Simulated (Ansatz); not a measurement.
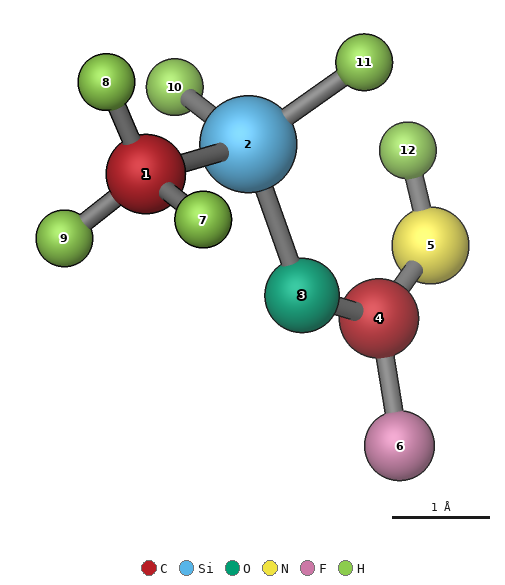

The input geometry (ball-and-stick view, seen at a tilt; atoms are numbered from 1 in the order of the input).

# C2H6FNOSi: nudged elastic band

C2H6FNOSi, SMILES C[SiH2]OC(=N)F, computed with RKS B3LYP-D4/cc-pVDZ (Ansatz 0.2.0).

One setting was made poor on purpose. It belongs to a series of runs on one base structure; here: band between the two ends. Figures and captions count atoms from 1; the log counts them from 0 in places.

The program's output
```
Engine: ansatz 0.2.0, x86_64-unknown-linux-gnu
Functional definition: B3LYP
  parameter a0 = 0.2
  parameter ax = 0.72
  parameter ac = 0.81
  exchange = (1 - a0 - ax)*slater_x + ax*b88_x + a0*exact_x
  correlation = (1 - ac)*vwn_rpa_c + ac*lyp_c
1258 factors; integrals over basis functions are off by at most 3.5e-4 eV
mean field evaluation 1: about -16294.2528 eV, gradient 7.3e1 eV
mean field evaluation 2: about -16282.5812 eV, gradient 1.0e2 eV
mean field evaluation 4: about -16304.7813 eV, gradient 6.3e0 eV
mean field evaluation 8: about -16304.9150 eV, gradient 5.0e-1 eV
mean field evaluation 16: about -16304.9155 eV, gradient 3.0e-5 eV
mean field -16304.91551785 eV, -599.1945934122 hartree, gradient 8.8e-6 eV, S^2 0.000000; 0 other end points of the search recorded, 0 dependent functions left out
the calculation of the forces begins
reference -16304.91577064 eV, -599.1946027023 hartree; 28, 28 occupied and 90, 90 virtual orbitals, 1258 factors
1258 factors; integrals over basis functions are off by at most 4.2e-4 eV
mean field evaluation 32: about -16304.9002 eV, gradient 7.6e-4 eV
mean field -16304.90024511 eV, -599.1940321495 hartree, gradient 2.6e-5 eV, S^2 0.000000; 0 other end points of the search recorded, 0 dependent functions left out
[... from here on the field's lines of each further geometry are left out, up to the last ...]
NEB iter   1: max|band force component| = 1.064e0 eV/Å  barrier→ = 0.2766 eV  barrier← = 0.2780 eV  Δτ_max = 0.2000 Å  (199 SCF iters)
NEB iter   2: max|band force component| = 7.309e-1 eV/Å  barrier→ = 0.0847 eV  barrier← = 0.0861 eV  Δτ_max = 0.1681 Å  (152 SCF iters)
NEB iter   3: max|band force component| = 1.278e0 eV/Å  barrier→ = 0.1124 eV  barrier← = 0.1137 eV  Δτ_max = 0.0754 Å  (150 SCF iters)
NEB iter   4: max|band force component| = 3.129e-1 eV/Å  barrier→ = 0.0399 eV  barrier← = 0.0413 eV  CI = image 3  Δτ_max = 0.0092 Å  (153 SCF iters)
the calculation of the forces begins
reference -16304.89663951 eV, -599.1938996461 hartree; 28, 28 occupied and 90, 90 virtual orbitals, 1258 factors
1258 factors; integrals over basis functions are off by at most 3.8e-4 eV
mean field evaluation 352: about -16304.8784 eV, gradient 3.3e-3 eV
mean field -16304.87838026 eV, -599.1932286310 hartree, gradient 2.6e-5 eV, S^2 0.000000; 1 other end points of the search recorded, 0 dependent functions left out
the calculation of the forces begins
reference -16304.87863458 eV, -599.1932379771 hartree; 28, 28 occupied and 90, 90 virtual orbitals, 1258 factors
NEB iter   5: max|band force component| = 1.520e-1 eV/Å  barrier→ = 0.0384 eV  barrier← = 0.0398 eV  CI = image 3  Δτ_max = 0.0000 Å  (278 SCF iters)
```

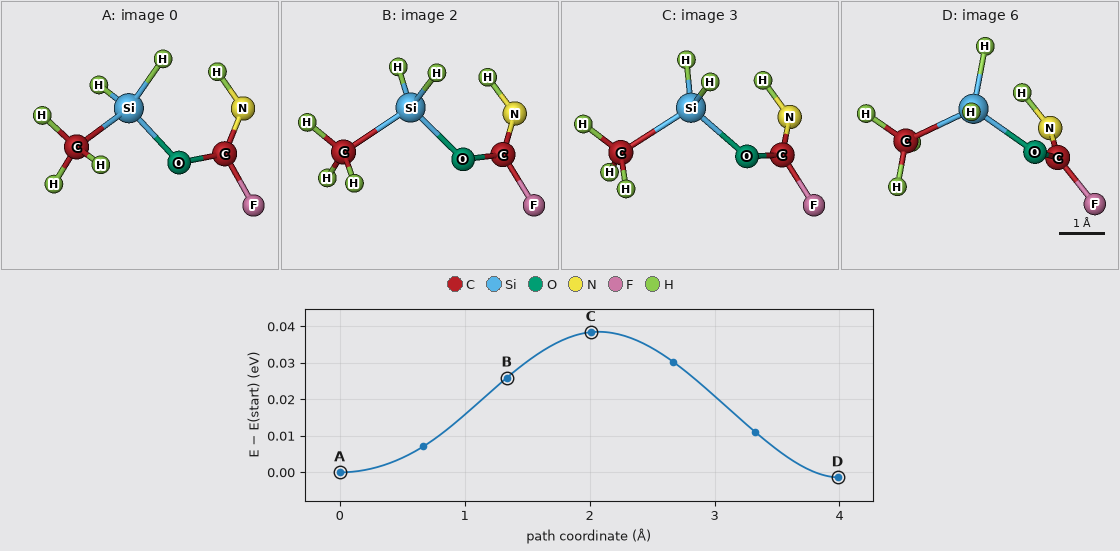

Images of the last band (counted from 0; ball-and-stick, seen at a tilt) above the energy along the path; the line is a cubic interpolation that uses the forces. The highest image is number 3, 0.038 eV above the start and 0.040 eV above the end (the climbing image); the end lies 0.001 eV below the start. The path is 3.99 Å long. The band converged in 5 iterations.

```
Total energy: -16305.26097787 eV, -599.2072888340 hartree
Atom 0 at    -0.558661    -1.639663     1.038104 Å, force     0.028789     0.032013     0.008341 eV/Å
Atom 1 at     0.293566    -0.754164    -0.372910 Å, force    -0.062192     0.060973    -0.002372 eV/Å
Atom 2 at    -0.601149     0.692814    -0.670837 Å, force    -0.010321    -0.095615     0.024361 eV/Å
Atom 3 at    -0.188626     1.966289    -0.626057 Å, force     0.152101     0.065586     0.009558 eV/Å
Atom 4 at     0.944956     2.498002    -0.485015 Å, force    -0.048652     0.020442     0.006662 eV/Å
Atom 5 at    -1.257113     2.753797    -0.771547 Å, force    -0.038491    -0.023795    -0.013966 eV/Å
Atom 6 at    -1.606859    -1.860472     0.783678 Å, force    -0.007060    -0.004575    -0.007699 eV/Å
Atom 7 at    -0.045086    -2.589048     1.263470 Å, force    -0.004780    -0.005769    -0.011257 eV/Å
Atom 8 at    -0.543532    -1.013701     1.944959 Å, force    -0.004812    -0.010244    -0.004118 eV/Å
Atom 9 at     1.700528    -0.379958    -0.034734 Å, force     0.014828    -0.002078     0.001408 eV/Å
Atom 10 at     0.257923    -1.524205    -1.648221 Å, force     0.001621    -0.004720    -0.000622 eV/Å
Atom 11 at     1.681053     1.795210    -0.386890 Å, force    -0.021031    -0.032216    -0.010298 eV/Å
Dipole moment:     0.130092    -0.884662     0.216781 e Å
this run last wrote the band of iteration 5 to [file]
```

The last band as extended XYZ (Å, eV, eV/Å)
```
12
Properties=species:S:1:pos:R:3:forces:R:3 image=0 energy=-16305.29915
C    -0.6609   -1.7151    1.0936   -0.0017  -0.0009   0.0013
Si    0.3749   -0.5869    0.0252    0.0006   0.0039  -0.0016
O    -0.5176    0.8901   -0.0584   -0.0060   0.0028   0.0028
C    -0.1269    1.9815   -0.7301    0.0112  -0.0060  -0.0045
N     0.8878    2.2372   -1.4331   -0.0014  -0.0055   0.0027
F    -1.0542    2.9271   -0.5639   -0.0025  -0.0012   0.0014
H    -1.6499   -1.8787    0.6375    0.0012   0.0011   0.0001
H    -0.1641   -2.6923    1.2094   -0.0003   0.0010  -0.0006
H    -0.8038   -1.2760    2.0934    0.0006  -0.0001  -0.0013
H     1.7135   -0.2828    0.6164    0.0008  -0.0009   0.0012
H     0.5535   -1.0976   -1.3680   -0.0004  -0.0007  -0.0005
H     1.5247    1.4384   -1.4881   -0.0020   0.0067  -0.0011
12
Properties=species:S:1:pos:R:3:forces:R:3 image=1 energy=-16305.29204
C    -0.6359   -1.7114    1.0904    0.0066   0.0142   0.0057
Si    0.3226   -0.6452   -0.1070   -0.0179   0.0230  -0.0003
O    -0.5861    0.8200   -0.2189   -0.0036  -0.0297   0.0398
C    -0.1408    1.9852   -0.7068    0.0564  -0.0014  -0.0247
N     0.9749    2.3536   -1.1629   -0.0148   0.0214   0.0006
F    -1.1420    2.8662   -0.6558   -0.0213   0.0058  -0.0086
H    -1.6521   -1.9050    0.7133   -0.0021  -0.0031  -0.0070
H    -0.1268   -2.6776    1.2383   -0.0012  -0.0050  -0.0074
H    -0.7149   -1.2056    2.0657   -0.0037  -0.0097  -0.0004
H     1.6898   -0.3003    0.3896    0.0091  -0.0045   0.0076
H     0.4231   -1.2347   -1.4757    0.0010   0.0080   0.0009
H     1.6652    1.5996   -1.1362   -0.0087  -0.0189  -0.0062
12
Properties=species:S:1:pos:R:3:forces:R:3 image=2 energy=-16305.27317
C    -0.6011   -1.6856    1.0742    0.0265   0.0274   0.0039
Si    0.2959   -0.7063   -0.2417   -0.0574   0.0479   0.0030
O    -0.6198    0.7460   -0.4347   -0.0170  -0.0734   0.0620
C    -0.1623    1.9815   -0.6755    0.1511   0.0319  -0.0411
N     0.9954    2.4498   -0.8451   -0.0421   0.0425   0.0101
F    -1.2079    2.8095   -0.7260   -0.0409  -0.0154  -0.0102
H    -1.6360   -1.9006    0.7664   -0.0058  -0.0068  -0.0107
H    -0.0851   -2.6408    1.2654   -0.0056  -0.0078  -0.0125
H    -0.6282   -1.1105    2.0136   -0.0080  -0.0142  -0.0002
H     1.6816   -0.3308    0.1738    0.0153  -0.0032   0.0082
H     0.3319   -1.3924   -1.5664    0.0034   0.0066   0.0017
H     1.7126    1.7253   -0.7700   -0.0196  -0.0355  -0.0143
12
Properties=species:S:1:pos:R:3:forces:R:3 image=3 energy=-16305.26072
C    -0.5587   -1.6397    1.0381    0.0288   0.0320   0.0083
Si    0.2936   -0.7542   -0.3729   -0.0622   0.0610  -0.0024
O    -0.6011    0.6928   -0.6708   -0.0103  -0.0956   0.0244
C    -0.1886    1.9663   -0.6261    0.1521   0.0656   0.0096
N     0.9450    2.4980   -0.4850   -0.0487   0.0204   0.0067
F    -1.2571    2.7538   -0.7715   -0.0385  -0.0238  -0.0140
H    -1.6069   -1.8605    0.7837   -0.0071  -0.0046  -0.0077
H    -0.0451   -2.5890    1.2635   -0.0048  -0.0058  -0.0113
H    -0.5435   -1.0137    1.9450   -0.0048  -0.0102  -0.0041
H     1.7005   -0.3800   -0.0347    0.0148  -0.0021   0.0014
H     0.2579   -1.5242   -1.6482    0.0016  -0.0047  -0.0006
H     1.6811    1.7952   -0.3869   -0.0210  -0.0322  -0.0103
12
Properties=species:S:1:pos:R:3:forces:R:3 image=4 energy=-16305.26880
C    -0.5073   -1.5745    0.9871    0.0219   0.0272   0.0064
Si    0.3074   -0.7767   -0.4980   -0.0485   0.0481   0.0048
O    -0.5501    0.6737   -0.8780    0.0053  -0.0823  -0.0290
C    -0.2206    1.9338   -0.5649    0.0955   0.0615   0.0598
N     0.8359    2.4607   -0.1247   -0.0313   0.0119   0.0000
F    -1.2782    2.7126   -0.8059   -0.0304  -0.0208  -0.0180
H    -1.5663   -1.7925    0.7776   -0.0034   0.0002  -0.0027
H     0.0003   -2.5209    1.2386   -0.0026  -0.0021  -0.0067
H    -0.4537   -0.9105    1.8649    0.0011  -0.0015  -0.0044
H     1.7352   -0.4246   -0.2308    0.0181  -0.0090  -0.0051
H     0.1965   -1.6039   -1.7303   -0.0055  -0.0053  -0.0028
H     1.5780    1.7678   -0.0016   -0.0202  -0.0279  -0.0023
12
Properties=species:S:1:pos:R:3:forces:R:3 image=5 energy=-16305.28810
C    -0.4486   -1.4917    0.9355    0.0100   0.0166   0.0016
Si    0.3320   -0.7838   -0.6126   -0.0204   0.0293   0.0017
O    -0.4776    0.6815   -1.0425    0.0090  -0.0518  -0.0342
C    -0.2546    1.8881   -0.5052    0.0366   0.0341   0.0547
N     0.6834    2.3523    0.1977   -0.0144   0.0074   0.0017
F    -1.2705    2.6882   -0.8364   -0.0139  -0.0113  -0.0125
H    -1.5184   -1.6961    0.7715   -0.0004   0.0047   0.0009
H     0.0472   -2.4369    1.2137    0.0002   0.0021  -0.0021
H    -0.3512   -0.7903    1.7797    0.0038   0.0046  -0.0029
H     1.7816   -0.4767   -0.4112    0.0086  -0.0090  -0.0061
H     0.1372   -1.6454   -1.8090   -0.0046  -0.0049  -0.0041
H     1.4164    1.6557    0.3529   -0.0147  -0.0218   0.0012
12
Properties=species:S:1:pos:R:3:forces:R:3 image=6 energy=-16305.30052
C    -0.3786   -1.4348    0.8400    0.0020   0.0019  -0.0025
Si    0.3734   -0.7565   -0.7362   -0.0022  -0.0079   0.0047
O    -0.3917    0.7425   -1.1344   -0.0053   0.0050  -0.0075
C    -0.2960    1.8535   -0.3928    0.0053  -0.0007  -0.0070
N     0.4812    2.1930    0.5411    0.0056  -0.0042   0.0076
F    -1.2398    2.7083   -0.7921    0.0062  -0.0083   0.0068
H    -1.4558   -1.6224    0.7067    0.0030   0.0005   0.0006
H     0.1091   -2.3832    1.1206   -0.0022   0.0006   0.0003
H    -0.2495   -0.7210    1.6692    0.0011   0.0000   0.0002
H     1.8404   -0.5089   -0.5834    0.0002   0.0029   0.0024
H     0.1013   -1.5972   -1.9321   -0.0020   0.0006  -0.0020
H     1.1829    1.4717    0.7273   -0.0118   0.0098  -0.0036
```

This output came from the following input.

Input file
```yaml
crystal:
  periodic: [false, false, false]
  atoms:
    - { symbol: C, position_ang: [-0.660915, -1.715074, 1.093599] }
    - { symbol: Si, position_ang: [0.374933, -0.586925, 0.025247] }
    - { symbol: O, position_ang: [-0.517618, 0.890104, -0.058433] }
    - { symbol: C, position_ang: [-0.126919, 1.981537, -0.730081] }
    - { symbol: "N", position_ang: [0.887797, 2.237207, -1.43308] }
    - { symbol: F, position_ang: [-1.054244, 2.927051, -0.563899] }
    - { symbol: H, position_ang: [-1.649863, -1.878719, 0.637517] }
    - { symbol: H, position_ang: [-0.164074, -2.692295, 1.209392] }
    - { symbol: H, position_ang: [-0.803795, -1.27601, 2.093415] }
    - { symbol: H, position_ang: [1.713484, -0.282787, 0.616412] }
    - { symbol: H, position_ang: [0.55354, -1.097631, -1.368011] }
    - { symbol: H, position_ang: [1.524674, 1.438443, -1.488078] }
basis:
  gaussian: { orbitals: cc-pVDZ }
hamiltonian:
  xc: b3lyp
  dispersion: d4
neb:
  order_check: false
  images: 5
  f_tol: 0.2
  max_iterations: 60
  initial_path: idpp
  final_atoms:
    - { symbol: C, position_ang: [-0.4475708, -1.27640581, 1.03770243] }
    - { symbol: Si, position_ang: [0.34020432, -0.8733875, -0.61366676] }
    - { symbol: O, position_ang: [-0.35277806, 0.58383761, -1.23597057] }
    - { symbol: C, position_ang: [-0.20763282, 1.78664474, -0.66518893] }
    - { symbol: "N", position_ang: [0.58163468, 2.22437752, 0.21622233] }
    - { symbol: F, position_ang: [-1.10926109, 2.61536562, -1.19540217] }
    - { symbol: H, position_ang: [-1.53196635, -1.43219311, 0.92274641] }
    - { symbol: H, position_ang: [-0.00561747, -2.19435268, 1.45977102] }
    - { symbol: H, position_ang: [-0.287864, -0.45473744, 1.75388859] }
    - { symbol: H, position_ang: [1.81669938, -0.67330993, -0.48438631] }
    - { symbol: H, position_ang: [0.03283455, -1.86803988, -1.67536121] }
    - { symbol: H, position_ang: [1.24831765, 1.50710187, 0.51364518] }
```

Launched with:
```bash
ansatz run input.yaml --threads 2 --pin off --max-ram 3072MiB --backend cpu --events-out ev --progress --plain --runs-dir out
```

Results in brief

```csv
quantity,value
outcome,converged
"barrier, forward",0.038 eV
"barrier, backward",0.040 eV
hardware,"2 threads of Intel Xeon (Sapphire Rapids), 16 GiB of memory available, shared host"
wall time,81 s (CPU time 2.6 min)
peak memory,0.3 GiB
```

A deliberately poor setting: loose force. The order of the saddle point was not checked.
